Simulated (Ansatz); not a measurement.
# A defect in a wire: Rh wire along [110], 3 atoms a period, divacancy of Rh and Rh

Aim: how much does this defect scatter, and at which energies?

Main program and level: Ansatz 0.2.0; DFT PBE, plane waves, PAW; relaxation of a wire's period, in the first sound run; inputs show where later runs differ.

**1. The starting structure**

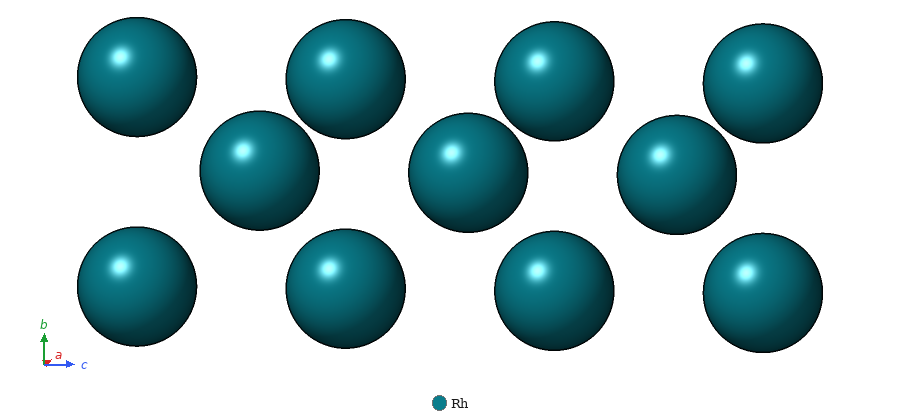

The cell as given, from the side, with the c axis across the page (rhodium blue). 1×1×3 cells are drawn. Some periodic images of atoms are drawn too.

The cell holds 3 atoms: 3 Rh. Its edges and angles: a = 8.715 Å, b = 9.508 Å, c = 2.708 Å, α = 90.0°, β = 90.0°, γ = 90.0°. Vacuum lies along a and b. The structure's axis is c.

**2. Relaxing the period**

Band widths follow the bond lengths, so the wire is relaxed first. The atoms and the third cell vector are free; the box across stays fixed as vacuum. Moments are seeded so that a magnetic state can form if it lies lower. A Fermi-Dirac smearing is set since the result may be a metal. The pressure printed is a third of the stress's trace over the whole box, vacuum included; only the stress along the axis is relaxed.

input.yaml

```yaml
crystal:
  lattice:
    - [8.715, 0.0, 0.0]
    - [0.0, 9.508, 0.0]
    - [0.0, 0.0, 2.7082189719]
  atoms:
    - { symbol: Rh, position: [0.390131956, 0.357593605, 0.0], spin: 0.8 }
    - { symbol: Rh, position: [0.609868044, 0.500011515, 0.5], spin: 0.8 }
    - { symbol: Rh, position: [0.390131956, 0.642429425, 0.0], spin: 0.8 }
magnetization:
  spin_polarized: true
kpoints:
  mp_grid: { grid: [1, 1, 30] }
scf:
  occupations: { method: fermi_dirac, width: 0.05 }
hamiltonian:
  xc: pbe
relax:
  cell: { fix: [a, b, alpha, beta, gamma] }
  max_steps: 60
```

Started as:

```bash
ansatz run input.yaml --threads 4 --pin off --max-ram 16384MiB --backend cpu --events-out ev --progress --plain --runs-dir out
```

Numbers of over 12 decimals in the logs are rounded to 6 here.

The program printed:

```text
Engine: ansatz 0.2.0, aarch64-unknown-linux-gnu
Pseudopotentials: kind: paw
Pseudopotential: Rh, paw, valence charge 17, recommended cutoff 420 eV (normal), Rh.paw.azcp
Functional definition: PBE
  parameter kappa = 0.804
  parameter beta = 0.066725
  exchange = pbe_x(kappa = kappa, mu = beta*pi^2/3)
  correlation = pbe_c(beta = beta)
Crystal: 3 atoms, lattice volume = 224.409 Å³
Basis set: ecut = 420 eV, 4431 PW (Γ), exchange–correlation on 120×128×40 points (8 copies of the dense FFT grid, shifted against one another)
Bands: 33, of which v1, the nominal top of the filled ones, is band 26 counted from 1 (25 counted from 0)
Symmetry: 4 space group operations
Space group: Pmm2 (ITA 25), of the structure as read, at distance tolerance 6.1e-5 Å
Magnetic group: BNS 25.57 (UNI 155), of the structure as read, at distance tolerance 6.1e-5 Å
k-points: 16 of 30
Non-local potential: Rh, projectors of the file, l = 0: 3, l = 1: 2, l = 2: 2, l = 3: 1
PAW form: soft (Blöchl's): semilocal exchange-correlation on the pseudo side does not see the compensation charge
PAW one-centre angular grid: Rh, 590 points (default); XC on 64 Gauss nodes
Initial density: superposition of atomic densities (neutral atoms: chi_scale 0, normalization atom)
Starting moments: Σ|m| = 2.4 μB on 3 of 3 sites
Initial wavefunctions: pseudopotential atomic-orbital guess
Functional: x = pbe(κ = 0.804, μ = 0.219515), c = pbe(β = 0.066725)
SCF iter   1: F=—  HF=-19203.409633 eV  |F-HF|=—  |Δ(HF+E_count)|=         —  Δρ=2.06e-2 (↑1.57e-2 ↓2.06e-2)  dr2=4.36e0  dr2_m=7.85e-2  M=2.396 μB ∫|m|=2.405 μB  β_m=0.30  ethr=3.10e-3  ⟨swp⟩=6.3  Hψ=4471  notcnv=0  defer=1
Mixer restart at iter 1: flushing history
preconditioner: auto → LDOS  [metal: Δε(μ)=0.004 eV  Ē_g=4.739 eV  σ=0.050 eV  W_gap=0.02  n_scr=30 (ndim 8)  ℏωp=12.9 eV  f_vac=0.617  D(μ)=11.28/eV (n_scr^D=106)]
spin=Collinear: LDOS preconditioning applied to the charge; magnetization (m = ρ↑ − ρ↓) channel mixes plain (no charge-response kernel on spin).
SCF iter   2: F=—  HF=-19202.308416 eV  |F-HF|=—  |Δ(HF+E_count)|=    1.10e0  Δρ=1.22e-2 (↑8.93e-3 ↓1.22e-2)  dr2=8.26e-1  dr2_m=5.29e-2  M=2.467 μB ∫|m|=2.480 μB  β_m=0.40  ethr=3.10e-3  ⟨swp⟩=2.0  Hψ=1955  notcnv=0  defer=27
SCF iter   3: F=—  HF=-19202.169204 eV  |F-HF|=—  |Δ(HF+E_count)|=   1.39e-1  Δρ=6.15e-3 (↑4.96e-3 ↓6.15e-3)  dr2=1.07e-1  dr2_m=2.60e-2  M=2.555 μB ∫|m|=2.584 μB  β_m=0.61  ethr=1.62e-3  ⟨swp⟩=2.0  Hψ=1730  notcnv=0  defer=26
SCF iter   4: F=—  HF=-19202.255349 eV  |F-HF|=—  |Δ(HF+E_count)|=         —  Δρ=6.73e-3 (↑6.73e-3 ↓6.32e-3)  dr2=1.26e-2  dr2_m=8.40e-2  M=3.211 μB ∫|m|=3.271 μB  β_m=0.61  ethr=2.09e-4  ⟨swp⟩=2.7  Hψ=1981  notcnv=0  defer=24
SCF iter   5: F=—  HF=-19202.250974 eV  |F-HF|=—  |Δ(HF+E_count)|=   4.37e-3  Δρ=3.54e-3 (↑3.54e-3 ↓3.29e-3)  dr2=2.33e-3  dr2_m=2.27e-2  M=3.299 μB ∫|m|=3.377 μB  β_m=0.80  ethr=2.47e-5  ⟨swp⟩=2.0  Hψ=1702  notcnv=0  defer=24
SCF iter   6: F=—  HF=-19202.250639 eV  |F-HF|=—  |Δ(HF+E_count)|=   3.35e-4  Δρ=5.20e-4 (↑5.20e-4 ↓3.56e-4)  dr2=4.66e-4  dr2_m=2.78e-4  M=3.407 μB ∫|m|=3.508 μB  β_m=0.81  ethr=4.56e-6  ⟨swp⟩=2.2  Hψ=2105  notcnv=0  defer=24
SCF iter   7: F=—  HF=-19202.250711 eV  |F-HF|=—  |Δ(HF+E_count)|=   7.28e-5  Δρ=2.05e-4 (↑1.75e-4 ↓2.05e-4)  dr2=7.82e-5  dr2_m=5.97e-5  M=3.426 μB ∫|m|=3.529 μB  β_m=0.83  ethr=9.14e-7  ⟨swp⟩=2.7  Hψ=1968  notcnv=0  defer=23
SCF iter   8: F=—  HF=-19202.250693 eV  |F-HF|=—  |Δ(HF+E_count)|=   1.80e-5  Δρ=8.88e-5 (↑6.87e-5 ↓8.88e-5)  dr2=1.21e-5  dr2_m=1.04e-5  M=3.436 μB ∫|m|=3.541 μB  β_m=0.91  ethr=1.53e-7  ⟨swp⟩=2.5  Hψ=1925  notcnv=0  defer=23
SCF iter   9: F=—  HF=-19202.250698 eV  |F-HF|=—  |Δ(HF+E_count)|=   4.69e-6  Δρ=2.58e-5 (↑1.83e-5 ↓2.58e-5)  dr2=2.91e-6  dr2_m=5.08e-7  M=3.440 μB ∫|m|=3.546 μB  β_m=0.91  ethr=2.38e-8  ⟨swp⟩=2.5  Hψ=1980  notcnv=0  defer=23
SCF iter  10: F=—  HF=-19202.250698 eV  |F-HF|=—  |Δ(HF+E_count)|=   4.21e-8  Δρ=1.24e-5 (↑1.24e-5 ↓9.59e-6)  dr2=6.24e-7  dr2_m=1.57e-7  M=3.440 μB ∫|m|=3.546 μB  β_m=0.86  ethr=5.71e-9  ⟨swp⟩=2.6  Hψ=1821  notcnv=0  defer=23
SCF iter  11: F=—  HF=-19202.250698 eV  |F-HF|=—  |Δ(HF+E_count)|=   5.36e-8  Δρ=4.22e-6 (↑2.44e-6 ↓4.22e-6)  dr2=1.69e-8  dr2_m=1.73e-8  M=3.440 μB ∫|m|=3.546 μB  β_m=0.93  ethr=1.22e-9  ⟨swp⟩=2.0  Hψ=1477  notcnv=0  defer=23
SCF iter  12: F=—  HF=-19202.250698 eV  |F-HF|=—  |Δ(HF+E_count)|=   1.30e-8  Δρ=1.21e-6 (↑1.09e-6 ↓1.21e-6)  dr2=4.05e-9  dr2_m=8.40e-10  M=3.440 μB ∫|m|=3.546 μB  β_m=0.86  ethr=3.31e-11  ⟨swp⟩=2.1  Hψ=1921  notcnv=0  defer=23
SCF iter  13: F=-19202.250698 eV  HF=-19202.250698 eV  |F-HF|=1.02e-10  |Δ(HF+E_count)|=  1.82e-11  Δρ=3.31e-7 (↑3.31e-7 ↓2.85e-7)  dr2=3.36e-10  dr2_m=1.06e-10  M=3.440 μB ∫|m|=3.546 μB  ethr=7.94e-12  ⟨swp⟩=1.8  Hψ=3207  notcnv=0
SCF 1 converged in 13 iterations: F = -19202.250698 eV  dr2 = 3.36e-10
  greatest PAW one-centre occupation: 1.000 electrons in one spin orbital (limit 2), on the Rh atom at site 1 (counted from 0), in its partial waves of l = 0
relax step   1: F+E_penalty+E_count = -19202.25069807 eV  Δ(F+E_penalty+E_count) = +0.000e0 eV  max|allowed force component| = 1.726e0 eV/Å  Δτ_max = 0.0000 Å  P = -3.433 GPa  Ω = 224.409 Å³  fix = [a, b, alpha, beta, gamma]  reactions: a -2.519, b -3.060 GPa  (13 SCF iters, dr2 threshold 1.00e-7 eV, accepted)
Crystal: 3 atoms, lattice volume = 215.488 Å³
Basis set: ecut = 420 eV, 4243 PW (Γ), exchange–correlation on 120×128×40 points (8 copies of the dense FFT grid, shifted against one another)
Initial density: handed on by an earlier stage of this run
Starting moments: Σ|m| = 2.4 μB on 3 of 3 sites; this step starts from the density that it was given
Initial wavefunctions: those handed on with the density
iter 1 solved again at ethr=6.83e-4 eV; its pass at ethr=3.10e-3 eV (dr2=3.48e-1 eV) is discarded
SCF iter   1: F=—  HF=-19202.652054 eV  |F-HF|=—  |Δ(HF+E_count)|=         —  Δρ=2.08e-2 (↑2.08e-2 ↓2.04e-2)  dr2=3.53e-1  dr2_m=5.14e-1  M=2.047 μB ∫|m|=2.138 μB  β_m=0.30  ethr=6.83e-4  ⟨swp⟩=1.3  Hψ=5626  notcnv=0
preconditioner: auto → LDOS  [metal: Δε(μ)=0.019 eV  Ē_g=5.306 eV  σ=0.050 eV  W_gap=0.09  n_scr=30 (ndim 8)  ℏωp=13.1 eV  f_vac=0.666  D(μ)=6.37/eV (n_scr^D=36)]
spin=Collinear: LDOS preconditioning applied to the charge; magnetization (m = ρ↑ − ρ↓) channel mixes plain (no charge-response kernel on spin).
SCF iter   2: F=—  HF=-19202.563298 eV  |F-HF|=—  |Δ(HF+E_count)|=   8.88e-2  Δρ=1.47e-2 (↑1.46e-2 ↓1.47e-2)  dr2=1.44e-1  dr2_m=2.77e-1  M=1.979 μB ∫|m|=2.064 μB  β_m=0.64  ethr=6.83e-4  ⟨swp⟩=2.0  Hψ=1239  notcnv=0
[...]
relax step   4: F+E_penalty+E_count = -19202.82518870 eV  Δ(F+E_penalty+E_count) = -8.481e-2 eV  max|allowed force component| = 3.631e-1 eV/Å  Δτ_max = 0.0414 Å  P = -0.699 GPa  Ω = 210.929 Å³  energy of the carried Pulay correction = +1.478e-3 eV  fix = [a, b, alpha, beta, gamma]  reactions: a -0.236, b -0.664 GPa  (11 SCF iters, dr2 threshold 3.00e-7 eV, accepted)
[...]
relax step   5: F+E_penalty+E_count = -19202.84341383 eV  Δ(F+E_penalty+E_count) = -1.823e-2 eV  max|allowed force component| = 3.605e-2 eV/Å  Δτ_max = 0.0200 Å  P = -0.092 GPa  Ω = 208.236 Å³  energy of the carried Pulay correction = +1.785e-3 eV  fix = [a, b, alpha, beta, gamma]  reactions: a -0.144, b -0.047 GPa  (10 SCF iters, dr2 threshold 3.00e-7 eV, accepted)
[...]
relax step   6: F+E_penalty+E_count = -19202.84365006 eV  Δ(F+E_penalty+E_count) = -2.362e-4 eV  max|allowed force component| = 4.663e-3 eV/Å  Δτ_max = 0.0036 Å  P = -0.062 GPa  Ω = 208.024 Å³  energy of the carried Pulay correction = +1.809e-3 eV  fix = [a, b, alpha, beta, gamma]  reactions: a -0.176, b +0.012 GPa  (8 SCF iters, dr2 threshold 8.12e-8 eV, accepted)
Basis set: ecut = 420 eV, 4051 PW (Γ), exchange–correlation on 120×128×36 points (8 copies of the dense FFT grid, shifted against one another)
Initial wavefunctions: pseudopotential atomic-orbital guess (no wavefunctions were taken with the density)
iter 1 solved again at ethr=1.06e-6 eV; its pass at ethr=3.10e-3 eV (dr2=5.41e-4 eV) is discarded
SCF iter   1: F=—  HF=-19202.840547 eV  |F-HF|=—  |Δ(HF+E_count)|=         —  Δρ=9.49e-5 (↑9.48e-5 ↓9.49e-5)  dr2=2.01e-5  dr2_m=3.04e-11  M=0.000 μB ∫|m|=0.000 μB  β_m=0.65  ethr=1.06e-6  ⟨swp⟩=3.0  Hψ=7264  notcnv=0
preconditioner: auto → LDOS  [metal: Δε(μ)=0.086 eV  Ē_g=5.154 eV  σ=0.050 eV  W_gap=0.39  n_scr=12 (ndim 8)  ℏωp=13.4 eV  f_vac=0.649  D(μ)=4.88/eV (n_scr^D=26)]
spin=Collinear: LDOS preconditioning applied to the charge; magnetization (m = ρ↑ − ρ↓) channel mixes plain (no charge-response kernel on spin).
SCF iter   2: F=—  HF=-19202.840701 eV  |F-HF|=—  |Δ(HF+E_count)|=   1.55e-4  Δρ=2.70e-5 (↑2.70e-5 ↓2.70e-5)  dr2=1.37e-6  dr2_m=2.11e-11  M=0.000 μB ∫|m|=0.000 μB  β_m=0.49  ethr=3.94e-8  ⟨swp⟩=2.8  Hψ=1908  notcnv=0
SCF iter   3: F=—  HF=-19202.840703 eV  |F-HF|=—  |Δ(HF+E_count)|=   1.40e-6  Δρ=1.37e-5 (↑1.37e-5 ↓1.37e-5)  dr2=3.07e-7  dr2_m=1.20e-11  M=0.000 μB ∫|m|=0.000 μB  β_m=0.58  ethr=2.68e-9  ⟨swp⟩=2.0  Hψ=1492  notcnv=0
SCF iter   4: F=—  HF=-19202.840704 eV  |F-HF|=—  |Δ(HF+E_count)|=   6.42e-7  Δρ=3.25e-6 (↑3.25e-6 ↓3.24e-6)  dr2=4.90e-8  dr2_m=3.63e-12  M=0.000 μB ∫|m|=0.000 μB  β_m=0.63  ethr=6.02e-10  ⟨swp⟩=2.0  Hψ=1502  notcnv=0
SCF iter   5: F=—  HF=-19202.840704 eV  |F-HF|=—  |Δ(HF+E_count)|=   3.78e-8  Δρ=1.10e-6 (↑1.09e-6 ↓1.10e-6)  dr2=8.37e-9  dr2_m=1.48e-12  M=0.000 μB ∫|m|=0.000 μB  β_m=0.60  ethr=9.61e-11  ⟨swp⟩=2.0  Hψ=1500  notcnv=0
SCF iter   6: F=—  HF=-19202.840704 eV  |F-HF|=—  |Δ(HF+E_count)|=  1.09e-10  Δρ=2.81e-7 (↑2.81e-7 ↓2.78e-7)  dr2=7.65e-10  dr2_m=6.87e-13  M=0.000 μB ∫|m|=0.000 μB  β_m=0.68  ethr=1.64e-11  ⟨swp⟩=2.0  Hψ=1526  notcnv=0
SCF iter   7: F=—  HF=-19202.840704 eV  |F-HF|=—  |Δ(HF+E_count)|=   1.52e-8  Δρ=8.59e-8 (↑8.59e-8 ↓8.19e-8)  dr2=5.34e-11  dr2_m=2.08e-13  M=0.000 μB ∫|m|=0.000 μB  β_m=0.82  ethr=1.50e-12  ⟨swp⟩=2.1  Hψ=1510  notcnv=0
SCF iter   8: F=—  HF=-19202.840704 eV  |F-HF|=—  |Δ(HF+E_count)|=  6.55e-11  Δρ=3.55e-8 (↑3.34e-8 ↓3.55e-8)  dr2=1.56e-11  dr2_m=5.54e-14  M=0.000 μB ∫|m|=0.000 μB  β_m=0.71  ethr=1.00e-12  ⟨swp⟩=1.0  Hψ=1056  notcnv=0
SCF iter   9: F=-19202.840704 eV  HF=-19202.840704 eV  |F-HF|=1.82e-11  |Δ(HF+E_count)|=  1.09e-11  Δρ=2.93e-8 (↑2.93e-8 ↓2.79e-8)  dr2=1.47e-11  dr2_m=1.70e-14  M=0.000 μB ∫|m|=0.000 μB  ethr=1.00e-12  ⟨swp⟩=5.0  Hψ=4678  notcnv=0
the starting moments were not kept: the SCF closed with an absolute magnetisation of 6.3e-7 μB, where they sum to 2.4 μB in size (3 sites). That is at most 0.1 of that sum. Measured as dr2_m measures the in/out step, that magnetisation stands 1.1e-13 eV from none, at or under the dr2_threshold of 3.0e-11 eV: it is no larger than a step whose dr2_m would equal this threshold.
SCF 7 converged in 9 iterations: F = -19202.840704 eV  dr2 = 1.47e-11
relax step   7: F+E_penalty+E_count = -19202.84070352 eV  Δ(F+E_penalty+E_count) = +2.947e-3 eV  max|allowed force component| = 4.780e-3 eV/Å  Δτ_max = 0.0000 Å  P = -0.054 GPa  Ω = 208.024 Å³  fix = [a, b, alpha, beta, gamma]  reactions: a -0.173, b +0.017 GPa  stress off target by 5.64e-3 GPa on what of the cell is left free  SCF on the basis re-selected at this cell (its energy is not comparable with the rows above)  (9 SCF iters)
basis re-selected at this cell: Δ(F+E_penalty+E_count) = +2.947e-3 eV, ΔP = +0.008 GPa vs the last step (what re-selecting the basis moved, of the pressure what is left beyond the Pulay correction that the steps carried, after the strain that the cell walked since its last selection, with what the two solves' SCF thresholds leave and, on support functions, any second-order correction that the steps lacked; it is no measure of the basis error at this ecutwfc). The dense FFT grid was sized anew with the basis: this SCF ran on 60×64×18 points, the steps before it on 60×64×20, so part of this shift can come from that change (see relax.cell in the input reference). [rest of the remark cut]
SCF converged after 9 iterations
Magnetization: 0.0000 μB (25.5000 up, 25.5000 down)
Absolute magnetization: 0.0000 μB (∫|ρ↑−ρ↓|, with the PAW one-centre terms)
Spin contamination: 0.0000 ħ² per cell (⟨S²⟩ above its minimum at these occupations)
Per-site moments (μB) at R_I (Å): [(1.9694436913219818e-8, 0.998107), (1.0424528406787548e-7, 1.035571), (1.9694436939281066e-8, 0.998107)]
Free energy (F): -19202.840704 eV
Harris-Foulkes:  -19202.840704 eV  (|F-HF|=1.82e-11)
Internal energy: -19202.796844 eV  (E = F + TS)
E sigma→0 (E₀):  -19202.818774 eV
Entropy (-TS):   -0.043860 eV (-14.620 meV/atom)
Fermi energy:    0.825397 eV
--- Per-component energies (eV) ---
  E_band       = -1310.568195
  E_kinetic    = 1719.014850
  E_local      = -20430.343733  (includes V_loc(G=0)·N_el)
  E_nonlocal   = 1076.145502
  E_hartree    = 8986.030273
  E_xc         = -658.972801
  E_vxc        = -826.128676  (∫ρ·V_xc dr)
  E_paw        = -10765.844400  (= ΣΔE_a)
  E_vpaw       = -821.319253  (= ΣTr[D̂ρ^β])
  E_aug_tail   = 0.002657  (compensation charges beyond the density's cutoff)
  E_ewald      = 871.170809
  E_smearing   = -0.043860  (= −TS)
  E_closure    = 0.000000  (closes the sum)
  Σ components = -19202.840704   (vs F -19202.840704, Δ=0.00e0)
--- Forces (eV/Å), atoms counted from 1 ---
  atom   1  Rh    -0.00000828     0.00477997    -0.00000000
  atom   2  Rh     0.00001377    -0.00000000     0.00000000
  atom   3  Rh    -0.00000828    -0.00477997    -0.00000000
  max |Σ_I F_I| component: 2.80e-6 eV/Å
--- Stress (GPa, compression-positive) ---
       -0.173124       0.000000      -0.000000
        0.000000       0.016558       0.000000
       -0.000000       0.000000      -0.005638
  P = ⅓ Tr σ = -0.0541 GPa (-0.541 kbar)
--- Relaxed structure (6 steps of the walk, 6 accepted, 1 SCFs on fresh bases) ---
  F+E_penalty+E_count = -19202.84070352 eV   max|allowed force component| = 4.780e-3 eV/Å   (the final SCF, on the basis selected at the relaxed cell)
  cell:  # Å, volume = 208.0236 Å³
    - [8.715, 0, 0]
    - [0, 9.508, 0]
    - [0, 0, 2.510476]
  atoms:
    - { symbol: Rh, position: [0.389209, 0.372768, 1.6483005677812604e-19] }
    - { symbol: Rh, position: [0.611713, 0.500011515, 0.500000] }
    - { symbol: Rh, position: [0.389209, 0.627255, 1.6483005677812287e-19] }
```

The job ended after 56 s (4 threads of Arm Neoverse V1, shared host; peak memory 0.58 GiB; 3.6 min of CPU time).

Relaxation path:

| step | energy less that of the first step (eV) | largest force component (eV/Å) | pressure (GPa) | volume (Å³) |
| --- | --- | --- | --- | --- |
| 1 | 0.0000 | 1.7261 | -3.43 | 224.41 |
| 2 | -0.2952 | 2.3043 | 2.44 | 215.49 |
| 3 | -0.4897 | 0.8989 | -1.51 | 214.35 |
| 4 | -0.5745 | 0.3631 | -0.70 | 210.93 |
| 5 | -0.5927 | 0.0361 | -0.09 | 208.24 |
| 6 | -0.5930 | 0.0047 | -0.06 | 208.02 |
| 7* | -0.5900 | 0.0048 | -0.05 | 208.02 |

Relaxation steps marked * repeat the geometry before them on a plane-wave basis chosen anew for their cell, so energy and pressure can jump there.

Forces are held to the 4 operations that the run works with; a distortion that breaks them can't arise in this run.

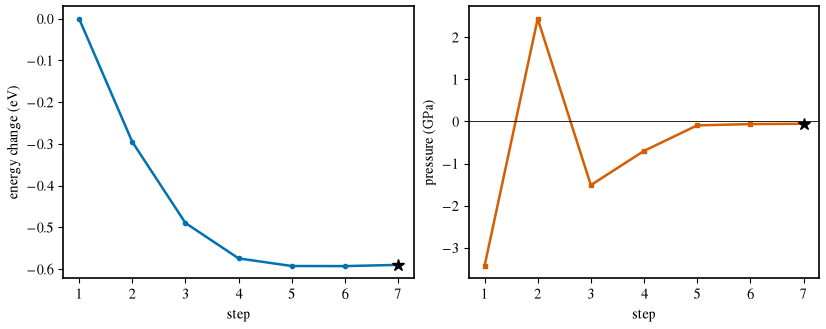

Energy and pressure along the relaxation. Stars mark steps on a basis chosen anew.

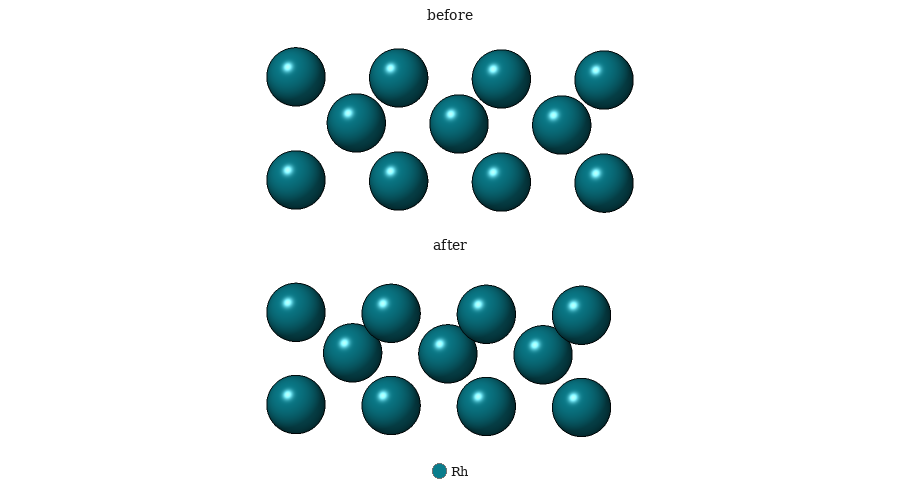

The structure before and after the relaxation, drawn at the same scale.

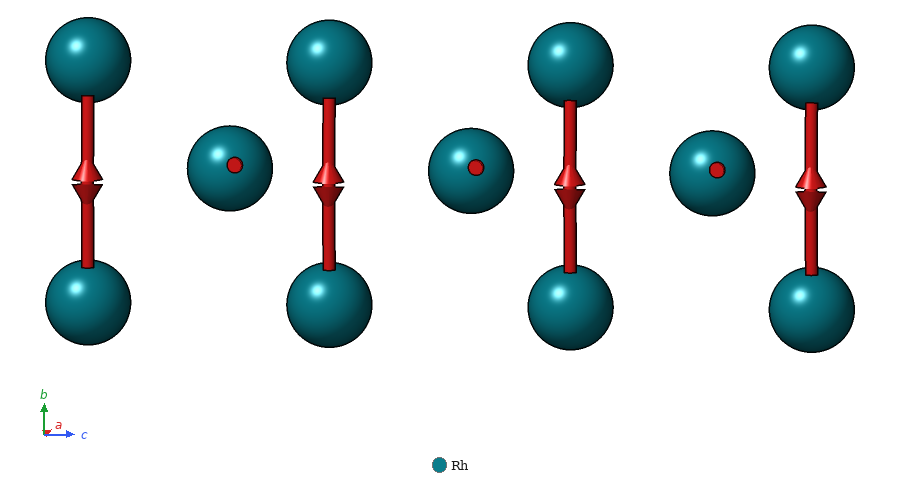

Displacements in the relaxation, exaggerated, measured against the changing cell; the longest in the cell stands for 0.14 Å. 1×1×3 cells are drawn. Some periodic images of atoms are drawn too.

| cell as run | before | after | change |
| --- | --- | --- | --- |
| c (Å) | 2.708 | 2.510 | -7.3 % |

The atoms that moved most (Å, along periodic axes as changes of fractional coordinates times the final cell, across vacuum about the mean position):

| atom | dx | dy | dz | length |
| --- | --- | --- | --- | --- |
| Rh1 | -0.008 | 0.144 | 0.000 | 0.145 |
| Rh3 | -0.008 | -0.144 | 0.000 | 0.145 |
| Rh2 | 0.016 | 0.000 | 0.000 | 0.016 |

Final coordinates:

```xyz
3
Lattice="8.7150 0.0000 0.0000 0.0000 9.5080 0.0000 0.0000 0.0000 2.5105" Properties=species:S:1:pos:R:3
Rh    3.3920    3.5443    0.0000
Rh    5.3311    4.7541    1.2552
Rh    3.3920    5.9639    0.0000
```

Numbers from this step:

| Item | Value |
| --- | --- |
| energy at zero smearing | -19202.8188 eV |
| cell length along the wire | 2.510 Å |

The cell's length comes to 2.510 Å with no moment.

(Continued in part 2 of 3.)

[Logs are printed without paths, hosts, clocks, repeated set-up lines and the standing remarks that a program may print on its own settings, such as how far it seeks lower states.]

[Hosts, paths, dates, database ids (printed as entryN), source tags and the programs' standing remarks are cut or masked in the printed files.]
